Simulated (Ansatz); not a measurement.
**MP2/aug-cc-pVDZ run of CH2AlN (SMILES N#[C][AlH2])**

Aim: the electronic atomisation energy of CH2AlN at MP2/aug-cc-pVDZ, from 5 runs. 

The calculation is run with Ansatz 0.2.0.

69 further runs of the same task are left out: 69 set aside as unsound or not needed.

## 1. The molecule

CH2AlN has 5 atoms, charge 0, and is taken as a singlet. SMILES: `N#[C][AlH2]`. The shape is that of a PBE0-D4/def2-TZVP optimisation.

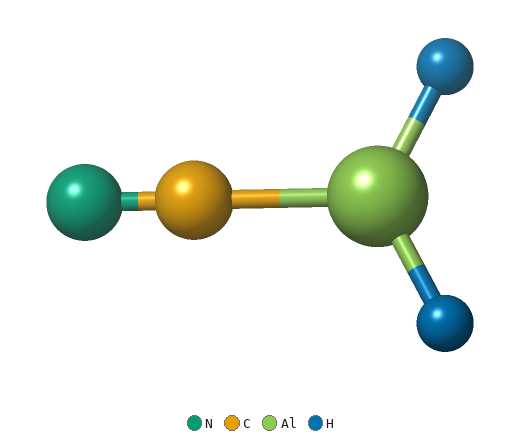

Viewed from a chosen angle; nitrogen teal, carbon amber, aluminium green, hydrogen blue.

## 2. A single-point energy at MP2/aug-cc-pVDZ

Input file run.yaml:

```yaml
crystal:
  periodic: [false, false, false]
  atoms:
    - {symbol: "N", position_ang: [1.382300, -1.346000, 1.394200]}
    - {symbol: C, position_ang: [0.714200, -0.698000, 0.711800]}
    - {symbol: Al, position_ang: [-0.407200, 0.390000, -0.434600]}
    - {symbol: H, position_ang: [-1.629700, -0.322900, -1.120200]}
    - {symbol: H, position_ang: [-0.009700, 1.903200, -0.592600]}
basis:
  gaussian:
    orbitals: aug-cc-pVDZ
correlation:
  method: mp2
  frozen_orbitals: {Al: 5, C: 1, H: 0, "N": 1}
accuracy: high
```

Command:

```
$ ansatz run run.yaml --threads 1 --pin off --max-ram 3480MiB --events-out events.jsonl --progress --plain --runs-dir runs
```

The log of the run:

```text
Warning: RAYON_NUM_THREADS=1 ignored (pool sized by the plan → 1); use --threads N
Functional definition: HF
  name "HF"
  exchange = exact_x
  correlation = 0
1733 factors; integrals over basis functions are off by at most 3.3e-9 eV
mean field evaluation 1: about -9124.4727 eV, gradient 2.8e1 eV
mean field evaluation 2: about -9124.4740 eV, gradient 2.8e1 eV
mean field evaluation 4: about -9126.7828 eV, gradient 3.7e0 eV
mean field evaluation 8: about -9126.8353 eV, gradient 2.4e-4 eV
mean field -9126.83531949 eV, -335.4050116000 hartree, gradient 1.1e-8 eV, S^2 0.000000; 0 other end points of the search recorded, 0 dependent functions left out
7 core orbitals not correlated: weight in the atoms' cores, before any rotation towards them, 1.000 or more for the frozen orbitals, at most 0.000 for the correlated occupied ones
reference -9126.83531949 eV, -335.4050116000 hartree; 7, 7 occupied and 77, 77 virtual orbitals, 1733 factors
second order -9.61036063 eV of doubles, -0.00000000 eV of singles
Total energy: -9136.44568012 eV, -335.7581858391 hartree
```

Wall time 2.4 s (1 thread of Arm Neoverse V2, shared host); peak memory 0.2 GiB.

## 3. The Al atom

Input file molecule.yaml:

```yaml
crystal:
  periodic: [false, false, false]
  atoms:
    - {symbol: Al, position_ang: [0.000000, 0.000000, 0.000000]}
basis:
  gaussian: {orbitals: aug-cc-pVDZ}
magnetization: {spin_polarized: true, initial_magnetization: 1}
correlation: {method: mp2, frozen_orbitals: {Al: 5}}
accuracy: high
```

Run the same way, it converges to -241.90516 Eh (log not shown).

## 4. The C atom, same level

Input file job.yaml:

```yaml
crystal:
  periodic: [false, false, false]
  atoms:
    - {symbol: C, position_ang: [0.000000, 0.000000, 0.000000]}
basis:
  gaussian: {orbitals: aug-cc-pVDZ}
magnetization: {spin_polarized: true, initial_magnetization: 2}
correlation: {method: mp2, frozen_orbitals: {C: 1}}
accuracy: high
```

Run the same way, it converges to -37.74146 Eh (log not shown).

## 5. The H atom: a single-point energy at UHF/aug-cc-pVDZ

Input file molecule.yaml:

```yaml
crystal:
  periodic: [false, false, false]
  atoms:
    - {symbol: H, position_ang: [0.000000, 0.000000, 0.000000]}
basis:
  gaussian: {orbitals: aug-cc-pVDZ}
magnetization: {spin_polarized: true, initial_magnetization: 1}
hamiltonian: {xc: hf}
accuracy: high
```

Run the same way, it converges to -0.49933 Eh (log not shown).

## 6. The N atom

Input file in.yaml:

```yaml
basis:
  gaussian:
    orbitals: aug-cc-pVDZ
crystal:
  periodic: [false, false, false]
  atoms:
    - {symbol: "N", position_ang: [0.000000, 0.000000, 0.000000]}
magnetization:
  spin_polarized: true
  initial_magnetization: 3
correlation:
  method: mp2
  frozen_orbitals: {"N": 1}
accuracy: high
```

Run the same way, it converges to -54.46817 Eh (log not shown).

## 7. What came out

At MP2/aug-cc-pVDZ, 7 core orbitals frozen:

```
                                             quantity          value
                               molecule: total energy  -335.75819 Eh
molecule: correlation energy (7 core orbitals frozen)     -353.2 mEh
                                Al atom: total energy  -241.90516 Eh
 Al atom: correlation energy (5 core orbitals frozen)      -31.0 mEh
           Al atom: ⟨S²⟩ of the reference determinant          0.768
                                 C atom: total energy   -37.74146 Eh
   C atom: correlation energy (1 core orbital frozen)      -53.7 mEh
            C atom: ⟨S²⟩ of the reference determinant          2.010
                                 H atom: total energy    -0.49933 Eh
                                         H atom: ⟨S²⟩          0.750
                                 N atom: total energy   -54.46817 Eh
   N atom: correlation energy (1 core orbital frozen)      -75.0 mEh
            N atom: ⟨S²⟩ of the reference determinant          3.757
                        electronic atomisation energy      17.544 eV
```

What this shows: Taking the molecule apart into free atoms costs 17.54 eV (1693 kJ/mol), before zero-point energy and without spin-orbit coupling.
